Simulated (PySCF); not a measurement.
**C6H12NP: density, localisation and related maps**

```yaml
atoms:
  - { symbol: C, position_ang: [2.7452, -0.2799, -1.1368] }
  - { symbol: C, position_ang: [1.3732, -0.7267, -0.7308] }
  - { symbol: P, position_ang: [0.3937, 0.1490, 0.2806] }
  - { symbol: N, position_ang: [-1.2171, -0.2886, 0.1092] }
  - { symbol: C, position_ang: [-2.1635, -0.1991, 1.1886] }
  - { symbol: C, position_ang: [-1.7851, -0.5535, -1.1921] }
  - { symbol: C, position_ang: [0.6165, 0.9375, 1.8681] }
  - { symbol: C, position_ang: [0.7895, 1.7762, 0.8304] }
  - { symbol: H, position_ang: [2.9149, 0.7801, -0.8832] }
  - { symbol: H, position_ang: [2.9021, -0.3657, -2.2272] }
  - { symbol: H, position_ang: [3.5590, -0.8523, -0.6526] }
  - { symbol: H, position_ang: [1.0608, -1.7622, -0.8928] }
  - { symbol: H, position_ang: [-2.9194, 0.5890, 1.0088] }
  - { symbol: H, position_ang: [-1.6498, 0.0336, 2.1316] }
  - { symbol: H, position_ang: [-2.6987, -1.1564, 1.3234] }
  - { symbol: H, position_ang: [-2.5238, 0.2208, -1.4750] }
  - { symbol: H, position_ang: [-2.2979, -1.5317, -1.2062] }
  - { symbol: H, position_ang: [-0.9827, -0.5721, -1.9411] }
  - { symbol: H, position_ang: [0.7297, 0.9873, 2.9577] }
  - { symbol: H, position_ang: [1.0998, 2.8156, 0.6770] }
```

Geometry: PBE0-D3(BJ)/def2-SVP.

Theory: PySCF, PBE0/pcSseg-1, SCF density, gas phase, non-relativistic.

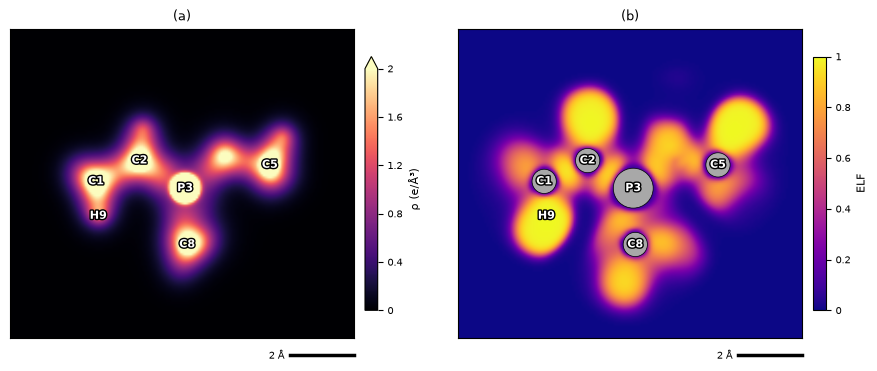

Figure 1. (a) total electron density; (b) ELF on the plane of atoms C1, C2 and P3. Grey discs cover the atomic cores in the ELF map.

Interpret the plot.

Atoms in the plane: C, P and H.
C–P (1.66 Å): ρ is about 1.4 e/Å³ halfway; the ELF peaks at about 0.90 between the atoms (localised, covalent bonding).
C–H (1.10 Å): ρ at the midpoint is about 1.9 e/Å³; the ELF climbs to about 1 towards the hydrogen, as it does in any bond to H; an ordinary covalent bond to hydrogen.
C–C (1.50 Å): ρ at the midpoint is about 1.6 e/Å³; the ELF peaks at about 0.95 between the atoms (a shared electron pair).
C–P (1.76 Å): the density is about 1.1 e/Å³ at the midpoint; the ELF peaks at about 0.80 between the atoms; a shared electron pair.
The ELF also peaks beside N4, away from the bonds: lone-pair regions.

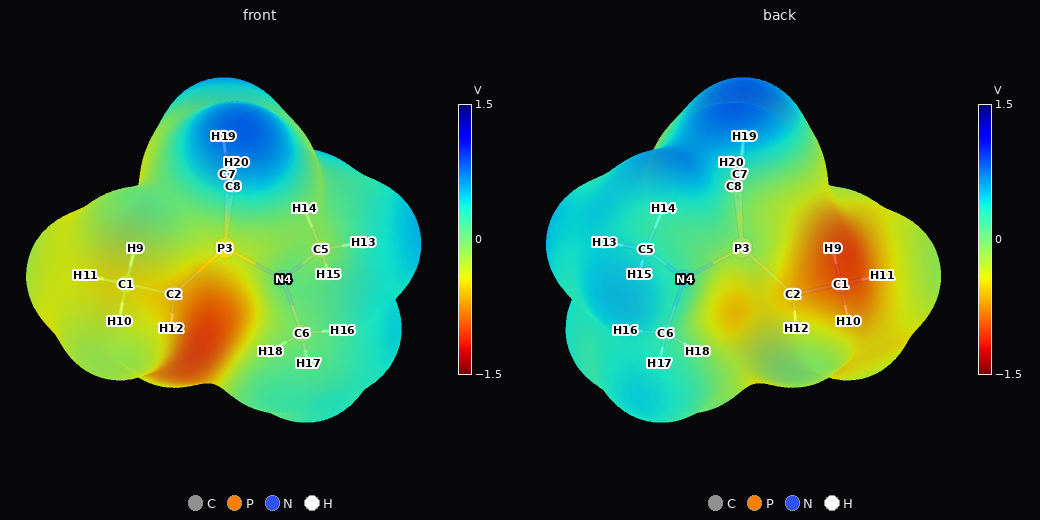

Figure 2. The electrostatic potential painted on the density surface at 0.001 e/bohr³, seen from the front and from behind; the colour scale runs from red (negative) to blue (positive).

Which sites attract a positive test charge, and which a negative one?

A positive charge is drawn to the negative regions and a negative charge to the positive ones. The most negative region (about −1.1 V) lies over C1 and C2, the most positive (about +0.8 V) over H19 and H20.

How polar is the molecule by this calculation?

Its dipole moment is 2.56 D.

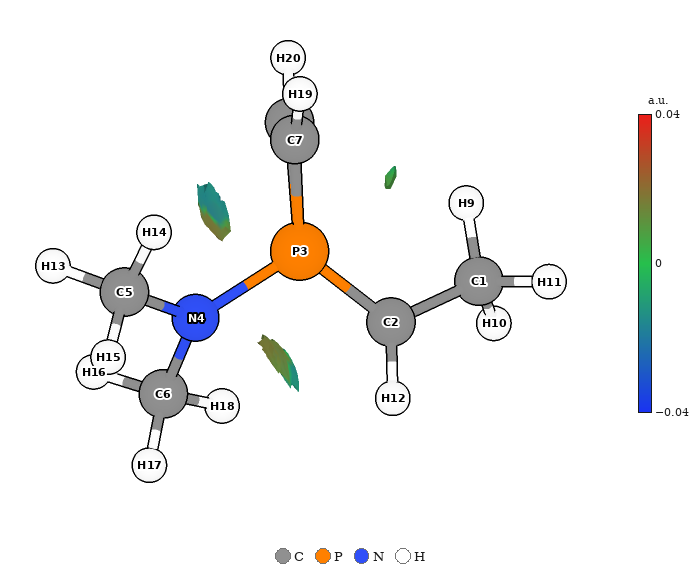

Figure 3. Non-covalent interaction (NCI) plot: the surface where the reduced density gradient is 0.4, for densities under 0.05 a.u., coloured by sign(λ₂)ρ; seen at an oblique angle.

Identify the weak interactions.

- Between H14 and C5 on one side and C7 and P3 on the other: a weak contact, attractive (blue-green) on one side and crowded (olive to red) on the other
- Between H18 and C6 on one side and C2 and P3 on the other: a weak contact, attractive (blue-green) on one side and crowded (olive to red) on the other
